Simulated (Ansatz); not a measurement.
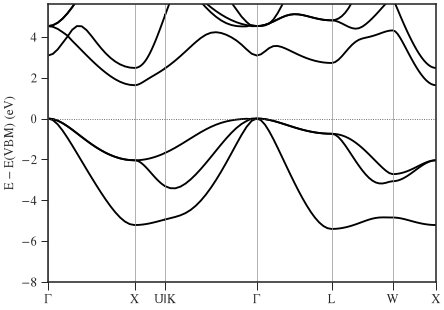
Fig. 1. Band structure from PBE in the plane-wave PAW code Ansatz

Question: Read off the gap and where the band edges lie.

Answer: About 1.6 eV (1.63 eV by a search for the band edges); maximum at Γ, minimum at X.

Question: Which of these materials gives this?
A. CdS, zinc blende
B. ZnS, zinc blende
C. AlP, zinc blende

Answer: C, AlP, zinc blende

Space group F-43m (zinc blende). The cell was relaxed with PBE under the symmetry of its start; phonons on a q-mesh show no instability.

Potentials: the later of the program's two PAW sets.
